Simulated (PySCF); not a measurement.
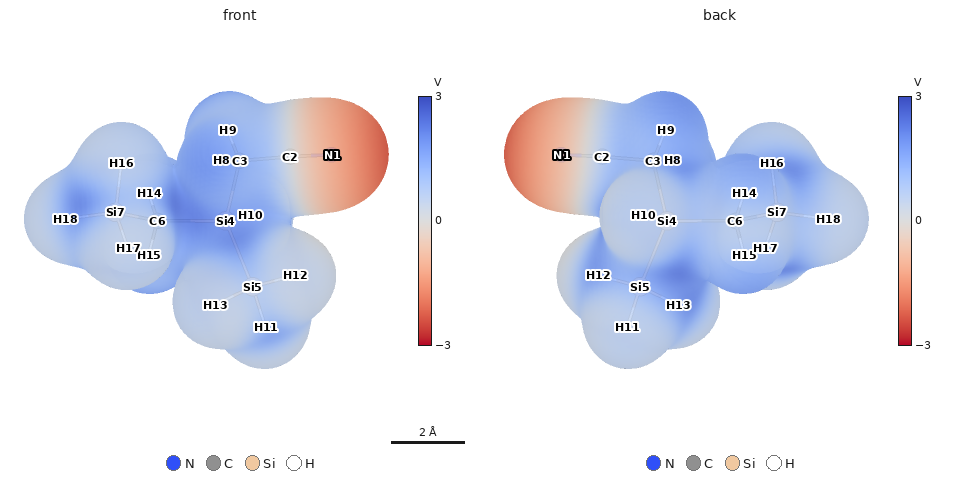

*C₃H₁₁NSi₃. The electrostatic potential painted on the density surface at 0.004 e/bohr³, seen from the front and from behind; red is negative and blue positive.*

Geometry: GFN2-xTB.

Level of theory: PBE0/pcSseg-1, SCF density, gas phase, non-relativistic (PySCF 2.14.0).

```tsv
atom	x (Å)	y (Å)	z (Å)
N	-3.3796	-1.5394	0.8676
C	-2.2628	-1.5225	0.6137
C	-0.8851	-1.4580	0.2606
Si	-0.6173	-0.0930	-1.0816
Si	-1.3119	1.9741	-0.2965
C	1.2354	-0.1666	-1.5430
Si	2.5030	0.0017	-0.1340
H	-0.3019	-1.2304	1.1540
H	-0.5717	-2.4348	-0.1107
H	-1.3738	-0.5802	-2.2557
H	-1.7616	2.8317	-1.3963
H	-2.4112	1.8710	0.6619
H	-0.2225	2.6971	0.3711
H	1.4380	-1.0957	-2.0777
H	1.4197	0.6322	-2.2618
H	2.4213	-1.1679	0.7468
H	2.2205	1.2138	0.6377
H	3.8528	0.0733	-0.6972
```

Question: Describe the electrostatic potential map.

Answer: The most negative region (about −2.2 V) lies over N1, the most positive (about +2.2 V) over Si4 and Si7. N1 is the likeliest acceptor of a hydrogen bond.
